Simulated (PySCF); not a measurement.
Geometry relaxation of C₂H₂N₂Si (part 2 of 2)

Continued. System: C₂H₂N₂Si. Method: B97-2/ma-def2-SVP, RKS, dispersion D3(op) (PySCF 2.14.0). The geometry: force field.

Output, continued
```
----------------------------------------------
cycle 11: E = -476.097584307  dE = -9.37428e-09  norm(grad) = 8.59844e-05
Step   10 : Displace = 3.612e-05/4.787e-05 (rms/max) Trust = 3.779e-05 (-) Grad = 3.231e-05/6.150e-05 (rms/max) E (change) = -476.0975843072 (-9.374e-09) Quality = 1.425
Hessian Eigenvalues: 1.63929e-02 4.53153e-02 4.99998e-02 ... 2.69024e-01 1.16102e+00 1.27698e+00

Geometry optimization cycle 12
Cartesian coordinates (Angstrom)
 Atom        New coordinates             dX        dY        dZ
   N   0.196283  -2.510938   1.013369   -0.000044  0.000007 -0.000052
   C   0.269538  -1.404060   0.676741   -0.000025  0.000013 -0.000020
  Si   0.425214   0.368813   0.164941    0.000022  0.000039  0.000036
   C  -0.981040   0.729847  -0.984597   -0.000001 -0.000037  0.000011
   N  -1.851981   0.983524  -1.706380   -0.000011 -0.000071 -0.000008
   H   0.301195   1.230576   1.364983    0.000050  0.000040  0.000033
   H   1.703642   0.550845  -0.563439    0.000010  0.000009 -0.000000
converged SCF energy = -476.097584316624
--------------- RKS_Scanner gradients ---------------
         x                y                z
0 N    -0.0000108519    -0.0000056458    -0.0000039672
1 C     0.0000082464     0.0000143811     0.0000075565
2 Si    -0.0000179983    -0.0000357129    -0.0000229494
3 C     0.0000132123     0.0000202859     0.0000024755
4 N     0.0000145522    -0.0000000062    -0.0000039190
5 H    -0.0000068061     0.0000024106     0.0000031367
6 H     0.0000013020     0.0000023363     0.0000026781
----------------------------------------------
cycle 12: E = -476.097584317  dE = -9.40935e-09  norm(grad) = 5.93208e-05
Step   11 : Displace = 5.500e-05/7.093e-05 (rms/max) Trust = 5.344e-05 (+) Grad = 2.195e-05/4.724e-05 (rms/max) E (change) = -476.0975843166 (-9.409e-09) Quality = 1.258
Hessian Eigenvalues: 1.63877e-02 4.52859e-02 4.99984e-02 ... 2.71315e-01 1.15729e+00 1.35661e+00

Geometry optimization cycle 13
Cartesian coordinates (Angstrom)
 Atom        New coordinates             dX        dY        dZ
   N   0.196219  -2.510926   1.013292   -0.000064  0.000012 -0.000076
   C   0.269500  -1.404036   0.676711   -0.000037  0.000024 -0.000030
  Si   0.425244   0.368870   0.164991    0.000030  0.000057  0.000050
   C  -0.981042   0.729791  -0.984576   -0.000002 -0.000056  0.000020
   N  -1.851984   0.983417  -1.706382   -0.000004 -0.000107 -0.000002
   H   0.301267   1.230632   1.365025    0.000072  0.000056  0.000042
   H   1.703649   0.550858  -0.563442    0.000006  0.000013 -0.000003
converged SCF energy = -476.097584326936
--------------- RKS_Scanner gradients ---------------
         x                y                z
0 N    -0.0000100562    -0.0000035678    -0.0000038291
1 C     0.0000034086     0.0000060430     0.0000039790
2 Si    -0.0000092196    -0.0000217559    -0.0000094097
3 C     0.0000159238     0.0000113969     0.0000036302
4 N     0.0000056006     0.0000039583    -0.0000114530
5 H    -0.0000050252     0.0000009234     0.0000010734
6 H     0.0000009926     0.0000010933     0.0000010292
----------------------------------------------
cycle 13: E = -476.097584327  dE = -1.03119e-08  norm(grad) = 3.8009e-05
Step   12 : Displace = 7.991e-05/1.045e-04 (rms/max) Trust = 7.558e-05 (+) Grad = 1.295e-05/2.598e-05 (rms/max) E (change) = -476.0975843269 (-1.031e-08) Quality = 1.487
Hessian Eigenvalues: 1.63870e-02 4.53252e-02 4.99535e-02 ... 2.75680e-01 1.15621e+00 1.39029e+00

Geometry optimization cycle 14
Cartesian coordinates (Angstrom)
 Atom        New coordinates             dX        dY        dZ
   N   0.196139  -2.510901   1.013196   -0.000079  0.000025 -0.000096
   C   0.269454  -1.403996   0.676677   -0.000046  0.000041 -0.000034
  Si   0.425277   0.368948   0.165055    0.000033  0.000078  0.000064
   C  -0.981055   0.729705  -0.984535   -0.000013 -0.000086  0.000041
   N  -1.851988   0.983256  -1.706375   -0.000004 -0.000161  0.000008
   H   0.301382   1.230717   1.365079    0.000115  0.000085  0.000054
   H   1.703642   0.550880  -0.563461   -0.000007  0.000022 -0.000020
converged SCF energy = -476.097584335775
--------------- RKS_Scanner gradients ---------------
         x                y                z
0 N    -0.0000091346    -0.0000024489    -0.0000032744
1 C    -0.0000025923    -0.0000009114    -0.0000018142
2 Si    -0.0000018518    -0.0000052814     0.0000050572
3 C     0.0000060194     0.0000031025    -0.0000056685
4 N     0.0000105358     0.0000043124    -0.0000078893
5 H    -0.0000020359    -0.0000003115    -0.0000005482
6 H     0.0000006471    -0.0000003083    -0.0000008229
----------------------------------------------
cycle 14: E = -476.097584336  dE = -8.83813e-09  norm(grad) = 2.10585e-05
Step   13 : Displace = 1.131e-04/1.482e-04 (rms/max) Trust = 1.069e-04 (+) Grad = 1.872e-06/2.956e-06 (rms/max) E (change) = -476.0975843358 (-8.838e-09) Quality = 2.149
Hessian Eigenvalues: 1.62912e-02 4.53736e-02 4.91360e-02 ... 2.76466e-01 1.15624e+00 1.39185e+00

Geometry optimization cycle 15
Cartesian coordinates (Angstrom)
 Atom        New coordinates             dX        dY        dZ
   N   0.196157  -2.510887   1.013204    0.000017  0.000014  0.000008
   C   0.269466  -1.403979   0.676694    0.000012  0.000017  0.000017
  Si   0.425280   0.368969   0.165069    0.000003  0.000021  0.000014
   C  -0.981086   0.729670  -0.984500   -0.000031 -0.000035  0.000035
   N  -1.852021   0.983194  -1.706347   -0.000034 -0.000062  0.000028
   H   0.301433   1.230753   1.365081    0.000051  0.000036  0.000002
   H   1.703618   0.550897  -0.563494   -0.000024  0.000018 -0.000033
converged SCF energy = -476.097584337119
--------------- RKS_Scanner gradients ---------------
         x                y                z
0 N    -0.0000089263    -0.0000018448    -0.0000034064
1 C    -0.0000040886    -0.0000021558    -0.0000030100
2 Si    -0.0000009223    -0.0000010049     0.0000082671
3 C     0.0000071256     0.0000000631    -0.0000045366
4 N     0.0000097144     0.0000051134    -0.0000090631
5 H    -0.0000008165    -0.0000016504    -0.0000026832
6 H    -0.0000005008    -0.0000003590    -0.0000005180
----------------------------------------------
cycle 15: E = -476.097584337  dE = -1.34452e-09  norm(grad) = 2.19219e-05
```

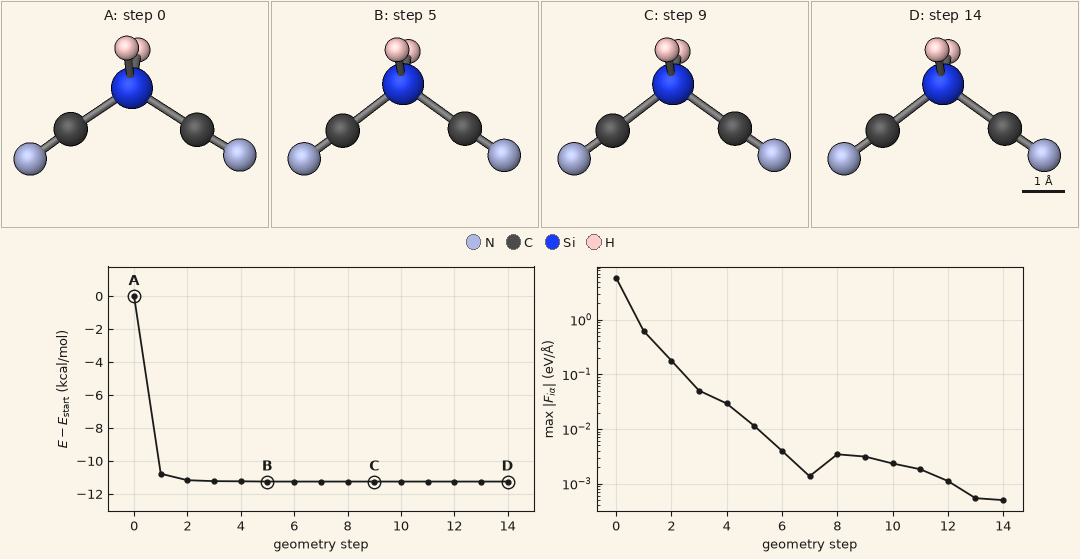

Figure 1. Frames of the relaxation (ball-and-stick view, seen on its broad side) above the curves, on which the letters mark them (steps are counted from 0).

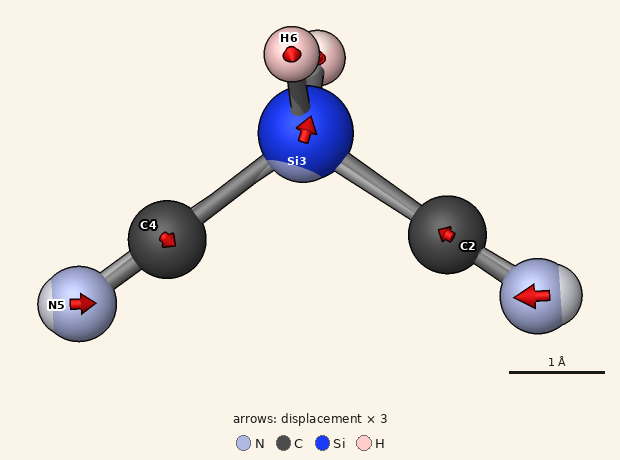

Figure 2. Start (faint) and end (solid) with the displacements as red arrows, magnified 3 times (ball-and-stick view, seen on its broad side). The two geometries are laid on each other by the best rigid fit. N1 moves most after the best rigid fit: 0.13 Å. Largest moves by element: N 0.13 Å, Si 0.10 Å, H 0.07 Å, C 0.07 Å. Distances before and after: C4–N5 1.221 → 1.159 Å, Si3–C4 1.794 → 1.852 Å, Si3–H7 1.538 → 1.483 Å, N1–C2 1.205 → 1.159 Å. Among the angles that change: H6–Si3–H7 102.9° → 113.5°, C2–Si3–C4 114.0° → 107.1°, Si3–C4–N5 176.2° → 178.5°. The energy falls by 11.2 kcal/mol in 14 geometry steps. Largest force component: 5.9 eV/Å at the start, 0.0005 eV/Å at the end. (Atoms are counted from 1 in the order of the input.)

```
Step   14 : Displace = 2.717e-05/3.805e-05 (rms/max) Trust = 1.512e-04 (+) Grad = 1.767e-06/2.672e-06 (rms/max) E (change) = -476.0975843371 (-1.345e-09) Quality = 5.387
Hessian Eigenvalues: 1.62912e-02 4.53736e-02 4.91360e-02 ... 2.76466e-01 1.15624e+00 1.39185e+00
Converged! =D

converged: True
N           0.19615657       -2.51088732        1.01320382
C           0.26946571       -1.40397858        0.67669382
Si          0.42527964        0.36896905        0.16506903
C          -0.98108575        0.72966984       -0.98449987
N          -1.85202130        0.98319407       -1.70634723
H           0.30143303        1.23075299        1.36508095
H           1.70361774        0.55089715       -0.56349448
converged SCF energy = -476.097584337041
E(B97-2) = -476.097584337
```

Trajectory as extended XYZ (Å, eV, eV/Å), 15 frames, from step=0 to step=14
```
7
Properties=species:S:1:pos:R:3:forces:R:3 step=0 energy=-12954.78771
N     0.2584   -2.6076    1.0767    0.0078   4.6771  -1.4782
C     0.2594   -1.4607    0.7080   -0.1853  -4.0222   1.1356
Si    0.3363    0.3310    0.1331    2.3854   0.1147   1.1137
C    -0.9602    0.7826   -1.0212   -5.8993   1.3437  -4.3960
N    -1.8959    1.0526   -1.7575    4.9003  -1.3224   3.7582
H     0.3546    1.2539    1.3299   -0.3813  -0.4054  -0.2745
H     1.7086    0.5801   -0.5147   -0.8304  -0.3837   0.1394
7
Properties=species:S:1:pos:R:3:forces:R:3 step=1 energy=-12955.25470
N     0.2197   -2.5137    1.0233   -0.0241  -0.4504   0.1598
C     0.2582   -1.4104    0.6820   -0.0781   0.3709  -0.2211
Si    0.3949    0.3520    0.1464    0.4624   0.1817   0.2740
C    -0.9704    0.7576   -1.0147    0.3799  -0.2916   0.4555
N    -1.8628    0.9917   -1.7054   -0.6218   0.2308  -0.5590
H     0.3168    1.2201    1.3449   -0.1424   0.0081   0.0296
H     1.7008    0.5371   -0.5248    0.0243  -0.0477  -0.1389
7
Properties=species:S:1:pos:R:3:forces:R:3 step=2 energy=-12955.27170
N     0.2001   -2.5117    1.0109   -0.0178  -0.0626   0.0299
C     0.2559   -1.4040    0.6756   -0.0114   0.0170  -0.0512
Si    0.4175    0.3637    0.1567    0.1792   0.1061   0.0829
C    -0.9684    0.7460   -1.0035   -0.1465  -0.0686  -0.0134
N    -1.8650    0.9762   -1.7018    0.0622   0.0316  -0.0087
H     0.3034    1.2285    1.3563   -0.0415  -0.0055  -0.0064
H     1.7141    0.5383   -0.5424   -0.0236  -0.0167  -0.0328
7
Properties=species:S:1:pos:R:3:forces:R:3 step=3 energy=-12955.27420
N     0.1887   -2.5105    1.0037   -0.0140   0.0272  -0.0046
C     0.2559   -1.4016    0.6719    0.0290  -0.0274   0.0059
Si    0.4294    0.3707    0.1634   -0.0185   0.0126  -0.0172
C    -0.9687    0.7375   -0.9952   -0.0107  -0.0427   0.0505
N    -1.8599    0.9686   -1.6993    0.0045   0.0292  -0.0358
H     0.2977    1.2341    1.3614    0.0085  -0.0017  -0.0003
H     1.7157    0.5413   -0.5535    0.0018   0.0037   0.0020
7
Properties=species:S:1:pos:R:3:forces:R:3 step=4 energy=-12955.27461
N     0.1887   -2.5105    1.0046   -0.0120   0.0065   0.0002
C     0.2582   -1.4020    0.6723    0.0267  -0.0021   0.0029
Si    0.4293    0.3708    0.1642   -0.0266  -0.0009  -0.0241
C    -0.9710    0.7355   -0.9930   -0.0274  -0.0231   0.0227
N    -1.8576    0.9717   -1.7018    0.0294   0.0148  -0.0064
H     0.2986    1.2336    1.3627    0.0084   0.0006   0.0017
H     1.7137    0.5430   -0.5559    0.0020   0.0049   0.0037
7
Properties=species:S:1:pos:R:3:forces:R:3 step=5 energy=-12955.27524
N     0.1916   -2.5113    1.0103   -0.0004   0.0113  -0.0042
C     0.2662   -1.4042    0.6746    0.0048  -0.0057   0.0070
Si    0.4264    0.3693    0.1650   -0.0100  -0.0104  -0.0114
C    -0.9786    0.7307   -0.9869   -0.0047   0.0053  -0.0014
N    -1.8496    0.9838   -1.7090    0.0112  -0.0032   0.0084
H     0.3014    1.2306    1.3652    0.0011   0.0005  -0.0004
H     1.7060    0.5486   -0.5622   -0.0021   0.0022   0.0028
7
Properties=species:S:1:pos:R:3:forces:R:3 step=6 energy=-12955.27526
N     0.1929   -2.5113    1.0116   -0.0002  -0.0028   0.0005
C     0.2673   -1.4045    0.6752    0.0018   0.0040   0.0007
Si    0.4256    0.3686    0.1646   -0.0020  -0.0031  -0.0020
C    -0.9793    0.7307   -0.9864   -0.0029   0.0026  -0.0023
N    -1.8493    0.9852   -1.7091    0.0034  -0.0018   0.0038
H     0.3015    1.2300    1.3648   -0.0004   0.0005   0.0004
H     1.7050    0.5493   -0.5625    0.0001   0.0005  -0.0004
7
Properties=species:S:1:pos:R:3:forces:R:3 step=7 energy=-12955.27526
N     0.1938   -2.5113    1.0122    0.0002  -0.0001  -0.0001
C     0.2679   -1.4045    0.6756    0.0006   0.0003   0.0005
Si    0.4254    0.3685    0.1645    0.0007   0.0003   0.0005
C    -0.9797    0.7306   -0.9860    0.0005   0.0000   0.0004
N    -1.8498    0.9851   -1.7086   -0.0014  -0.0002  -0.0001
H     0.3013    1.2300    1.3647   -0.0002  -0.0001  -0.0001
H     1.7046    0.5497   -0.5627   -0.0005  -0.0001  -0.0003
7
Properties=species:S:1:pos:R:3:forces:R:3 step=8 energy=-12955.27526
N     0.1950   -2.5112    1.0128    0.0004   0.0005   0.0000
C     0.2687   -1.4043    0.6762   -0.0003  -0.0016   0.0000
Si    0.4253    0.3685    0.1646    0.0015   0.0023   0.0018
C    -0.9803    0.7303   -0.9854    0.0015  -0.0015   0.0014
N    -1.8507    0.9846   -1.7076   -0.0034   0.0007  -0.0019
H     0.3012    1.2302    1.3648    0.0001   0.0000   0.0000
H     1.7041    0.5502   -0.5631    0.0001  -0.0002  -0.0005
7
Properties=species:S:1:pos:R:3:forces:R:3 step=9 energy=-12955.27526
N     0.1964   -2.5110    1.0135    0.0006   0.0012   0.0000
C     0.2696   -1.4041    0.6768   -0.0008  -0.0019  -0.0004
Si    0.4252    0.3687    0.1649    0.0014   0.0027   0.0019
C    -0.9810    0.7299   -0.9846    0.0014  -0.0022   0.0016
N    -1.8520    0.9836   -1.7064   -0.0031   0.0008  -0.0018
H     0.3011    1.2305    1.3649    0.0005  -0.0002  -0.0003
H     1.7036    0.5508   -0.5634   -0.0001  -0.0002  -0.0002
7
Properties=species:S:1:pos:R:3:forces:R:3 step=10 energy=-12955.27526
N     0.1963   -2.5109    1.0134    0.0006   0.0006   0.0001
C     0.2696   -1.4041    0.6768   -0.0006  -0.0013  -0.0004
Si    0.4252    0.3688    0.1649    0.0012   0.0023   0.0016
C    -0.9810    0.7299   -0.9846    0.0001  -0.0016   0.0005
N    -1.8520    0.9836   -1.7064   -0.0018   0.0003  -0.0007
H     0.3011    1.2305    1.3650    0.0004  -0.0001  -0.0002
H     1.7036    0.5508   -0.5634    0.0000  -0.0002  -0.0002
7
Properties=species:S:1:pos:R:3:forces:R:3 step=11 energy=-12955.27526
N     0.1963   -2.5109    1.0134    0.0006   0.0003   0.0002
C     0.2695   -1.4041    0.6767   -0.0004  -0.0007  -0.0004
Si    0.4252    0.3688    0.1649    0.0009   0.0018   0.0012
C    -0.9810    0.7298   -0.9846   -0.0007  -0.0010  -0.0001
N    -1.8520    0.9835   -1.7064   -0.0007   0.0000   0.0002
H     0.3012    1.2306    1.3650    0.0003  -0.0001  -0.0002
H     1.7036    0.5508   -0.5634   -0.0001  -0.0001  -0.0001
7
Properties=species:S:1:pos:R:3:forces:R:3 step=12 energy=-12955.27526
N     0.1962   -2.5109    1.0133    0.0005   0.0002   0.0002
C     0.2695   -1.4040    0.6767   -0.0002  -0.0003  -0.0002
Si    0.4252    0.3689    0.1650    0.0005   0.0011   0.0005
C    -0.9810    0.7298   -0.9846   -0.0008  -0.0006  -0.0002
N    -1.8520    0.9834   -1.7064   -0.0003  -0.0002   0.0006
H     0.3013    1.2306    1.3650    0.0003   0.0000  -0.0001
H     1.7036    0.5509   -0.5634   -0.0001  -0.0001  -0.0001
7
Properties=species:S:1:pos:R:3:forces:R:3 step=13 energy=-12955.27526
N     0.1961   -2.5109    1.0132    0.0005   0.0001   0.0002
C     0.2695   -1.4040    0.6767    0.0001   0.0000   0.0001
Si    0.4253    0.3689    0.1651    0.0001   0.0003  -0.0003
C    -0.9811    0.7297   -0.9845   -0.0003  -0.0002   0.0003
N    -1.8520    0.9833   -1.7064   -0.0005  -0.0002   0.0004
H     0.3014    1.2307    1.3651    0.0001   0.0000   0.0000
H     1.7036    0.5509   -0.5635    0.0000   0.0000   0.0000
7
Properties=species:S:1:pos:R:3:forces:R:3 step=14 energy=-12955.27526
N     0.1962   -2.5109    1.0132    0.0005   0.0001   0.0002
C     0.2695   -1.4040    0.6767    0.0002   0.0001   0.0002
Si    0.4253    0.3690    0.1651    0.0000   0.0001  -0.0004
C    -0.9811    0.7297   -0.9845   -0.0004   0.0000   0.0002
N    -1.8520    0.9832   -1.7063   -0.0005  -0.0003   0.0005
H     0.3014    1.2308    1.3651    0.0000   0.0001   0.0001
H     1.7036    0.5509   -0.5635    0.0000   0.0000   0.0000
```

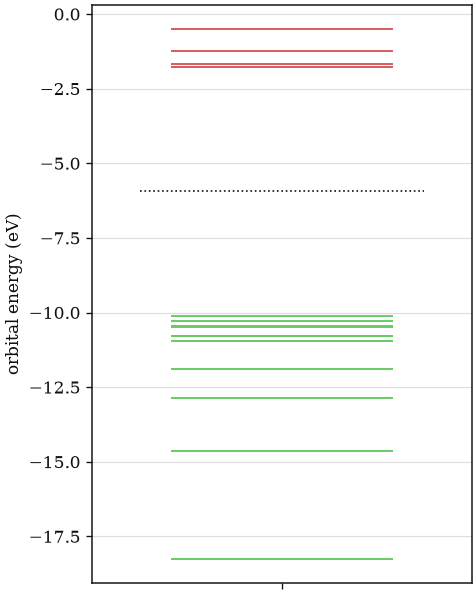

Figure 3. Orbital energies near the frontier; the dotted line parts filled from empty levels, and levels within 0.02 eV of each other stand side by side. Highest filled −10.12 eV, lowest empty −1.76 eV, 8.36 eV apart.

The run was set up as follows.

Input (run.py)
```python
from pyscf import gto, dft
from pyscf.geomopt.geometric_solver import kernel as optimise

system = gto.Mole()
system.atom = [
    ('N', (0.258400, -2.607600, 1.076700)),
    ('C', (0.259400, -1.460700, 0.708000)),
    ('Si', (0.336300, 0.331000, 0.133100)),
    ('C', (-0.960200, 0.782600, -1.021200)),
    ('N', (-1.895900, 1.052600, -1.757500)),
    ('H', (0.354600, 1.253900, 1.329900)),
    ('H', (1.708600, 0.580100, -0.514700)),
]
system.verbose = 3
system.basis = 'ma-def2-svp'
system.max_memory = 1860
system.spin = 0
system.build()

ks = dft.RKS(system, xc='b97-2')
ks.disp = 'd3op'
converged, mol_eq = optimise(ks, maxsteps=100, convergence_set='GAU_TIGHT')
print('converged:', converged)
print(mol_eq.tostring())

ks.reset(mol_eq)
system = mol_eq
ks.kernel()
energy = ks.e_tot
print('E(%s) = %.9f' % ('B97-2', energy))
```

Launched with:
```bash
OMP_NUM_THREADS=1 python run.py
```

Results in brief

```tsv
quantity	value
outcome	converged
total energy	−476.097584 hartree
dispersion energy	−0.005695 hartree
basis functions	98
HOMO	−10.12 eV
LUMO	−1.76 eV
dipole moment	3.76 D
hardware	1 thread of Intel Xeon @ 2.50GHz (Skylake/Cascade Lake), 189 GiB of memory available, shared host
wall time	6.6 min
peak memory	1 GiB
```
